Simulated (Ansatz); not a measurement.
# Al2Br2F2H2: what the fields show

```xyz
8

Al    0.0608   -0.9883   -0.1670
Al    1.6637    1.9157    0.3705
Br   -0.6424    1.3548   -0.2257
Br    2.3669   -0.4273    0.4288
F    -0.6298   -1.6559    1.1906
F     2.3544    2.5837   -0.9871
H    -0.0269   -1.6556   -1.5798
H     1.7511    2.5829    1.7834
```

Geometry: PBE0-D4/def2-SVP.

Computed with isolated molecule in a Gaussian basis; Kohn-Sham density functional theory, functional PBE0 in Ansatz 0.2.0.

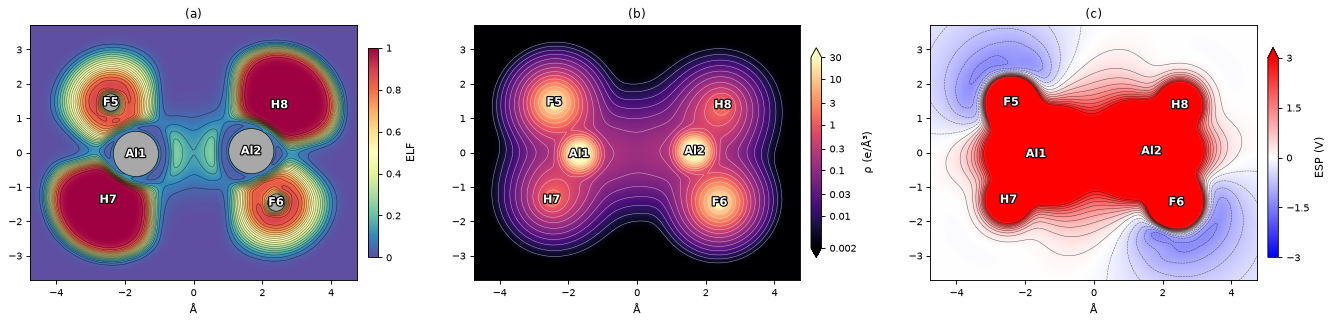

Figure 1. (a) ELF; (b) electron density; (c) electrostatic potential on the plane of atoms F6, Al2 and H8. Grey discs cover the atomic cores in the ELF map.

Interpret the plot.

Answer.
- The section cuts through Al, F and H sites.
- Al–F (1.66 Å): ρ at the midpoint is about 0.8 e/Å³; the ELF peaks at about 0.85 in the valence shell of F, 0.6 Å from its nucleus, and is about 0.30 at the midpoint.
- Al–H (1.56 Å): the density is about 0.58 e/Å³ at the midpoint; the ELF climbs to about 1 towards the hydrogen.
- The ELF also peaks beside F6 and F5, away from the bonds: lone-pair regions.
- Outside the dense part of the molecule the potential is most negative (−1.4 V) near F5 and F6.

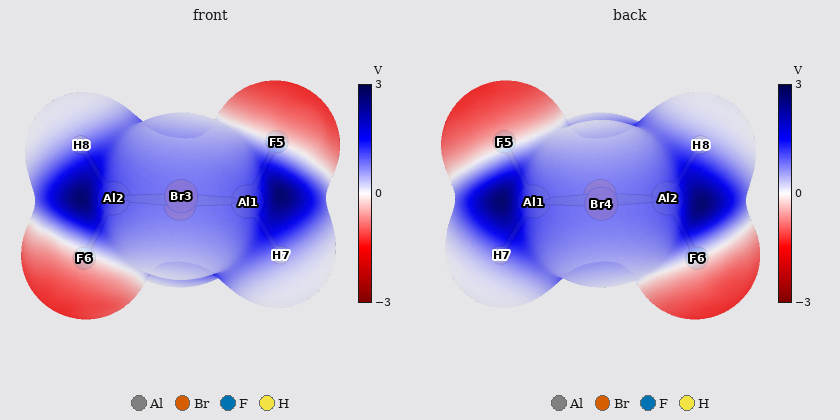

Figure 2. The electrostatic potential painted on the density surface at 0.002 e/bohr³, seen from the front and from behind; the colour scale runs from red (negative) to blue (positive).

Which sites attract a positive test charge, and which a negative one?

Answer. A positive charge is drawn to the negative regions and a negative charge to the positive ones. The most negative region (about −1.2 V, or −28 kcal/mol for a unit charge) lies over F5 and F6, the most positive (about +2.6 V, or +60 kcal/mol for a unit charge) over Al1 and Al2.

How polar is the molecule by this calculation?

Answer. Its dipole moment is zero.

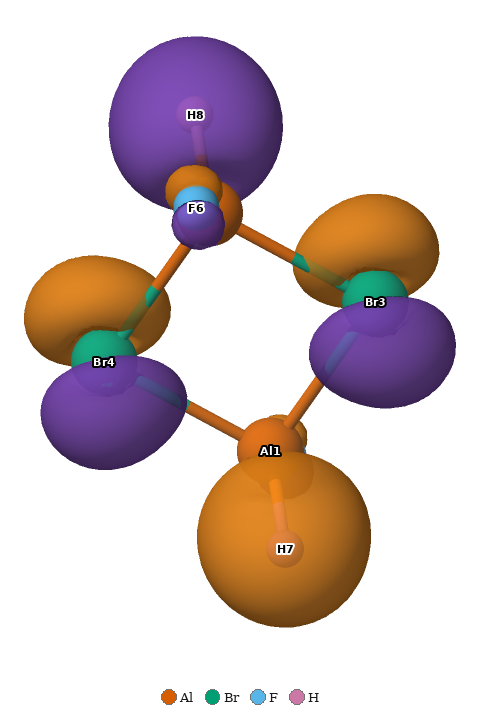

Figure 3. One frontier orbital at ±0.1 Å⁻³ᐟ² (orange and purple are the two phases), seen at an oblique angle.

Which orbital is it: HOMO or LUMO?

Answer. The HOMO, at −9.25 eV. By Hirshfeld shares it lies mainly on H7 (about 20 %), H8 (about 20 %), Br3 (about 15 %), Br4 (about 15 %), Al1 (about 10 %) and Al2 (about 10 %); it is ungerade (odd under inversion).
